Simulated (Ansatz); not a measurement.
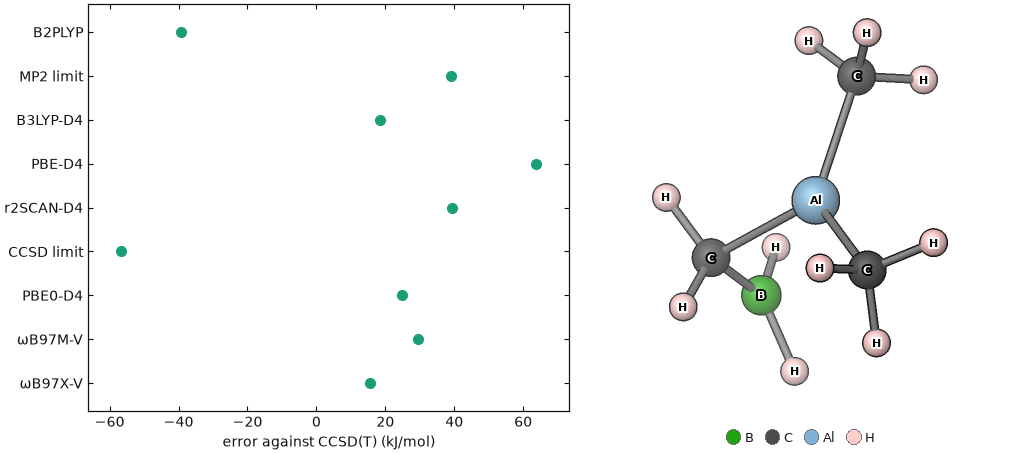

Error in the electronic atomisation energy (method less reference, so positive means overbinding) of C₃H₁₀AlB, SMILES B[CH2][Al]([CH3])[CH3], singlet: functionals in def2-TZVPP against frozen-core CCSD(T) at the limit (MP2 extrapolated from triple and quadruple zeta, plus CCSD(T) less MP2 in a smaller set), which gives 5472.8 kJ/mol, at a PBE0-D4/def2-TZVP geometry (no frequency check), no zero-point or spin-orbit term, the Ansatz code. The reference leaves out core correlation, a term that grows with the number of heavy atoms. B2PLYP holds a correlation term that converges slowly with the basis, so part of the distance to the limit is basis error. No dispersion term is added to B2PLYP. Limit means the basis limit.

### Which of these levels overbind, and which underbind?

Overbind: MP2 limit, PBE-D4, r2SCAN-D4 and ωB97M-V. Underbind: B2PLYP and CCSD limit. Within 25 kJ/mol of zero, too close to call in view of what the reference leaves out: B3LYP-D4, PBE0-D4 and ωB97X-V.

### Give the values.

| level | kJ/mol |
| --- | --- |
| B2PLYP | −39.4 |
| MP2 limit | 39.2 |
| B3LYP-D4 | 18.6 |
| PBE-D4 | 63.8 |
| r2SCAN-D4 | 39.4 |
| CCSD limit | −56.6 |
| PBE0-D4 | 24.9 |
| ωB97M-V | 29.6 |
| ωB97X-V | 15.7 |

Caveats, for all or some of the runs: one conformer of a flexible molecule.
